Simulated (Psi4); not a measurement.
**SiH3Br (charge −1): single-point calculation**

SiH3Br, charge −1, multiplicity 2, computed with MP2/aug-cc-pVDZ, UHF (Psi4 1.11).

The geometry is that of the parent species in another charge or spin state. The geometry comes from this level: PBE0-D4/def2-TZVP.

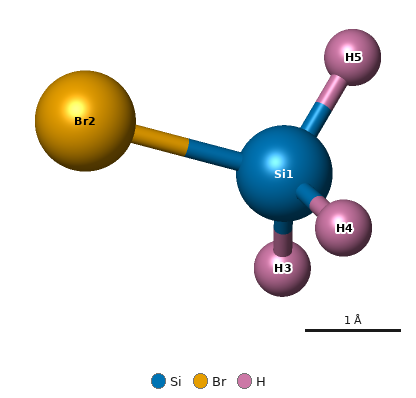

*The structure (ball-and-stick view, seen at a tilt; atoms are numbered from 1 in the order of the input).*

Bond lengths as drawn: Br–Si 2.22 Å and H–Si 1.48 Å.

Input file (calc.inp)
```
memory 1600 mb

molecule {
  -1 2
  Si    -0.147420     0.056100    -0.043220
  Br     1.853020    -0.705130     0.543250
  H     -1.064550    -0.105170     1.107850
  H     -0.625550    -0.731350    -1.202270
  H     -0.015510     1.485560    -0.405610
  symmetry c1
}

set {
  basis           aug-cc-pVDZ
  reference       uhf
  puream          true
  scf_type        df
  num_frozen_docc 14
  maxiter         100
  df_basis_scf    def2-universal-jkfit
}

energy("mp2")
```

Launch command:
```bash
psi4 -n 1 calc.inp calc.out
```

Output
```
Psi4 1.11 release

   => Loading Basis Set <=

    Name: AUG-CC-PVDZ
    Role: ORBITAL
    Keyword: BASIS

         ---------------------------------------------------------
                                   SCF
                              UHF Reference
                        1 Threads,   1525 MiB Core
         ---------------------------------------------------------

  ==> Geometry <==

    Molecular point group: c1
    Full point group: C1

    Geometry (in Angstrom), charge = -1, multiplicity = 2:

       Center              X                  Y                   Z               Mass
    ------------   -----------------  -----------------  -----------------  -----------------
         SI          -1.424672122417     0.542132349242    -0.417671905775    27.976926534650
         BR           0.575767877583    -0.219097650758     0.168798094225    78.918337600000
         H           -2.341802122417     0.380862349242     0.733398094225     1.007825032230
         H           -1.902802122417    -0.245317650758    -1.576721905775     1.007825032230
         H           -1.292762122417     1.971592349242    -0.780061905775     1.007825032230

  Running in c1 symmetry.

  Rotational constants: A =      2.82476  B =      0.14317  C =      0.14317 [cm^-1]
  Rotational constants: A =  84684.03226  B =   4292.02414  C =   4292.02330 [MHz]
  Nuclear repulsion =  150.830234135502508

  Charge       = -1
  Multiplicity = 2
  Electrons    = 53
  Nalpha       = 27
  Nbeta        = 26

  ==> Algorithm <==

  SCF Algorithm Type is DF.
  DIIS enabled.
  MOM disabled.
  Fractional occupation disabled.
  Guess Type is SAD.
  Energy threshold   = 1.00e-08
  Density threshold  = 1.00e-08
  Integral threshold = 1.00e-12

  ==> Primary Basis <==

  Basis Set: AUG-CC-PVDZ
    Blend: AUG-CC-PVDZ
    Number of shells: 40
    Number of basis functions: 90
    Number of Cartesian functions: 95
    Spherical Harmonics?: true
    Max angular momentum: 2

   => Loading Basis Set <=

    Name: DEF2-UNIVERSAL-JKFIT
    Role: JKFIT
    Keyword: DF_BASIS_SCF

  ==> Integral Setup <==

  DFHelper Memory: AOs need 0.031 GiB; user supplied 1.118 GiB.
  SCF_SUBTYPE=INCORE selected. In-core MEM_DF algorithm will be used.
  Using in-core AOs.

  ==> MemDFJK: Density-Fitted J/K Matrices <==

    J tasked:                   Yes
    K tasked:                   Yes
    wK tasked:                   No
    Memory [MiB]:              1144
    Algorithm:                 Core
    Schwarz Cutoff:           1E-12
    Mask sparsity (%):       0.0000
    Fitting Condition:        1E-10

   => Auxiliary Basis Set <=

  Basis Set: DEF2-UNIVERSAL-JKFIT
    Blend: DEF2-UNIVERSAL-JKFIT
    Number of shells: 116
    Number of basis functions: 448
    Number of Cartesian functions: 586
    Spherical Harmonics?: true
    Max angular momentum: 5

  Minimum eigenvalue in the overlap matrix is 4.0001896185E-04.
  Reciprocal condition number of the overlap matrix is 5.3082255300E-05.
    Using symmetric orthogonalization.

  ==> Pre-Iterations <==

  SCF Guess: Superposition of Atomic Densities via on-the-fly atomic UHF (no occupation information).

   -------------------------
    Irrep   Nso     Nmo
   -------------------------
     A         90      90
   -------------------------
    Total      90      90
   -------------------------

  ==> Iterations <==

                           Total Energy        Delta E     RMS |[F,P]|

   @DF-UHF iter SAD: -2861.10266359183379   -2.86110e+03   0.00000e+00
   @DF-UHF iter   1: -2862.87293094613460   -1.77027e+00   6.54496e-03 ADIIS/DIIS
   @DF-UHF iter   2: -2863.02178697421414   -1.48856e-01   2.73338e-03 ADIIS/DIIS
   @DF-UHF iter   3: -2863.05151597661825   -2.97290e-02   4.10295e-04 ADIIS/DIIS
   @DF-UHF iter   4: -2863.05830349673079   -6.78752e-03   2.64525e-04 ADIIS/DIIS
   @DF-UHF iter   5: -2863.06283692430770   -4.53343e-03   1.50184e-04 ADIIS/DIIS
   @DF-UHF iter   6: -2863.06545135291572   -2.61443e-03   9.89961e-05 DIIS
   @DF-UHF iter   7: -2863.06702089340251   -1.56954e-03   7.51508e-05 DIIS
   @DF-UHF iter   8: -2863.06837223891080   -1.35135e-03   6.12990e-05 DIIS
   @DF-UHF iter   9: -2863.07003082478059   -1.65859e-03   4.69588e-05 DIIS
   @DF-UHF iter  10: -2863.07008937588762   -5.85511e-05   3.38970e-05 DIIS
   @DF-UHF iter  11: -2863.07053143848316   -4.42063e-04   2.63780e-05 DIIS
   @DF-UHF iter  12: -2863.07057030310580   -3.88646e-05   6.12842e-06 DIIS
   @DF-UHF iter  13: -2863.07057480423555   -4.50113e-06   3.96840e-06 DIIS
   @DF-UHF iter  14: -2863.07057522892728   -4.24692e-07   8.96446e-07 DIIS
   @DF-UHF iter  15: -2863.07057525348682   -2.45595e-08   2.32949e-07 DIIS
   @DF-UHF iter  16: -2863.07057525642631   -2.93949e-09   8.74457e-08 DIIS
   @DF-UHF iter  17: -2863.07057525663049   -2.04182e-10   3.56201e-08 DIIS
   @DF-UHF iter  18: -2863.07057525665641   -2.59206e-11   8.63302e-09 DIIS
  Energy and wave function converged.

  ==> Post-Iterations <==

   @Spin Contamination Metric:   4.410238195E-04
   @S^2 Expected:                7.500000000E-01
   @S^2 Observed:                7.504410238E-01
   @S   Expected:                5.000000000E-01
   @S   Observed:                5.000000000E-01

    Orbital Energies [Eh]
    ---------------------

    Alpha Occupied:

       1A   -489.945997     2A    -68.697086     3A    -65.083298
       4A    -58.439734     5A    -58.438979     6A    -58.438979
       7A     -9.735168     8A     -7.346500     9A     -7.340954
      10A     -7.340954    11A     -6.043216    12A     -4.149304
      13A     -4.147465    14A     -4.147465    15A     -3.082421
      16A     -3.080006    17A     -3.080006    18A     -3.074171
      19A     -3.074171    20A     -0.904672    21A     -0.600162
      22A     -0.386498    23A     -0.386496    24A     -0.374320
      25A     -0.300462    26A     -0.300461    27A      0.033279

    Alpha Virtual:

      28A      0.139222    29A      0.148445    30A      0.148445
      31A      0.182944    32A      0.182944    33A      0.193804
      34A      0.238835    35A      0.238835    36A      0.248684
      37A      0.278769    38A      0.308057    39A      0.308058
      40A      0.354499    41A      0.354499    42A      0.354734
      43A      0.395418    44A      0.458093    45A      0.458094
      46A      0.482902    47A      0.482902    48A      0.491586
      49A      0.534013    50A      0.567276    51A      0.576200
      52A      0.576201    53A      0.643303    54A      0.643305
      55A      0.660479    56A      0.660480    57A      0.693984
      58A      0.707653    59A      0.707653    60A      0.732858
      61A      0.795593    62A      0.795594    63A      0.817932
      64A      0.886285    65A      0.933039    66A      0.933041
      67A      1.031265    68A      1.096295    69A      1.096296
      70A      1.119975    71A      1.119976    72A      1.138721
      73A      1.319749    74A      1.368534    75A      1.368534
      76A      1.454311    77A      1.454311    78A      1.487420
      79A      1.499870    80A      1.499871    81A      1.610773
      82A      1.910362    83A      2.018246    84A      2.018248
      85A      2.114063    86A      2.229864    87A      2.229867
      88A      2.289141    89A      2.443903    90A      2.443910

    Beta Occupied:

       1A   -489.945932     2A    -68.696323     3A    -65.083247
       4A    -58.439569     5A    -58.438956     6A    -58.438956
       7A     -9.735020     8A     -7.346141     9A     -7.340892
      10A     -7.340892    11A     -6.041618    12A     -4.148810
      13A     -4.146775    14A     -4.146775    15A     -3.082254
      16A     -3.079887    17A     -3.079887    18A     -3.074135
      19A     -3.074135    20A     -0.903255    21A     -0.595925
      22A     -0.386158    23A     -0.386156    24A     -0.372231
      25A     -0.300193    26A     -0.300193

    Beta Virtual:

      27A      0.142842    28A      0.154072    29A      0.165875
      30A      0.165875    31A      0.201398    32A      0.201398
      33A      0.209981    34A      0.240706    35A      0.240706
      36A      0.261000    37A      0.282195    38A      0.309180
      39A      0.309181    40A      0.358068    41A      0.359542
      42A      0.359542    43A      0.400790    44A      0.460637
      45A      0.460638    46A      0.487637    47A      0.487638
      48A      0.497222    49A      0.538406    50A      0.570587
      51A      0.579070    52A      0.579071    53A      0.645097
      54A      0.645099    55A      0.663142    56A      0.663142
      57A      0.697402    58A      0.710158    59A      0.710159
      60A      0.734871    61A      0.798886    62A      0.798886
      63A      0.821437    64A      0.889247    65A      0.935180
      66A      0.935182    67A      1.033627    68A      1.098332
      69A      1.098332    70A      1.121010    71A      1.121011
      72A      1.139245    73A      1.319965    74A      1.368739
      75A      1.368739    76A      1.455025    77A      1.455025
      78A      1.488368    79A      1.499664    80A      1.499665
      81A      1.611867    82A      1.910217    83A      2.018262
      84A      2.018264    85A      2.113953    86A      2.229500
      87A      2.229503    88A      2.289630    89A      2.444198
      90A      2.444205

    Final Occupation by Irrep:
              A
    DOCC [    26 ]
    SOCC [     1 ]
    NA   [    27 ]
    NB   [    26 ]

  @DF-UHF Final Energy: -2863.07057525665641

   => Energetics <=

    Nuclear Repulsion Energy =            150.8302341355025078
    One-Electron Energy =               -4291.9716343002764916
    Two-Electron Energy =                1278.0708249081171743
    Total Energy =                      -2863.0705752566564115

  UHF NO Occupations:
  HONO-2 :   25  A 1.9999278
  HONO-1 :   26  A 1.9999278
  HONO-0 :   27  A 1.0000000
  LUNO+0 :   28  A 0.0000722
  LUNO+1 :   29  A 0.0000722
  LUNO+2 :   30  A 0.0000581
  LUNO+3 :   31  A 0.0000168

Computation Completed

Properties will be evaluated at   0.000000,   0.000000,   0.000000 [a0]

Properties computed using the SCF density matrix

 Multipole Moments:

 ------------------------------------------------------------------------------------
     Multipole            Electronic (a.u.)      Nuclear  (a.u.)        Total (a.u.)
 ------------------------------------------------------------------------------------

 L = 1.  Multiply by 2.5417464519 to convert [e a0] to [Debye]
 Dipole X            :         14.6937514          -10.0739417            4.6198097
 Dipole Y            :         -5.5914342            3.8334458           -1.7579884
 Dipole Z            :          4.3077805           -2.9533757            1.3544048
 Magnitude           :                                                    5.1251905

 ------------------------------------------------------------------------------------

	total time  =          4 seconds =       0.07 minutes

  //>>>>>>>>>>>>>>>>>>>>>>>>>>>>>>>>>>>//
  //               DFMP2               //
  //<<<<<<<<<<<<<<<<<<<<<<<<<<<<<<<<<<<//

   => Loading Basis Set <=

    Name: (AUG-CC-PVDZ AUX)
    Role: RIFIT
    Keyword: DF_BASIS_MP2

	 --------------------------------------------------------
	                          DF-MP2
	      2nd-Order Density-Fitted Moller-Plesset Theory
	              UMP2 Wavefunction,   1 Threads

	 --------------------------------------------------------

	 --------------------------------------------------------
	                 NBF =    90, NAUX =   291
	 --------------------------------------------------------
	   CLASS    FOCC     OCC    AOCC    AVIR     VIR    FVIR
	   ALPHA      14      27      13      63      63       0
	    BETA      14      26      12      64      64       0
	 --------------------------------------------------------

	-----------------------------------------------------------
	 ==================> DF-MP2 Energies <====================
	-----------------------------------------------------------
	 Reference Energy          =   -2863.0705752566564115 [Eh]
	 Singles Energy            =      -0.0000000000000000 [Eh]
	 Same-Spin Energy          =      -0.0600272888086667 [Eh]
	 Opposite-Spin Energy      =      -0.1959368048319204 [Eh]
	 Correlation Energy        =      -0.2559640936405871 [Eh]
	 Total Energy              =   -2863.3265393502970255 [Eh]
	-----------------------------------------------------------
	 ================> DF-SCS-MP2 Energies <==================
	-----------------------------------------------------------
	 SCS Same-Spin Scale       =       0.3333333333333333 [-]
	 SCS Opposite-Spin Scale   =       1.2000000000000000 [-]
	 SCS Same-Spin Energy      =      -0.0200090962695556 [Eh]
	 SCS Opposite-Spin Energy  =      -0.2351241657983045 [Eh]
	 SCS Correlation Energy    =      -0.2551332620678600 [Eh]
	 SCS Total Energy          =   -2863.3257085187242410 [Eh]
	-----------------------------------------------------------

	total time  =          1 seconds =       0.02 minutes

    Psi4 run time: 0:00:04.70
```

Key numbers

- outcome: converged
- total energy: −2863.326539 hartree
- SCF energy: −2863.070575 hartree
- MP2 energy: −2863.326539 hartree
- correlation energy: −0.255964 hartree
- basis functions: 90
- ⟨S²⟩: 0.750
- hardware: 1 thread of Intel Xeon @ 2.70GHz, 189 GiB of memory available, shared host
- wall time: 6.3 s
- peak memory: 0.33 GiB

Remarks

The record of the run, not the program, notes: unbound anion.
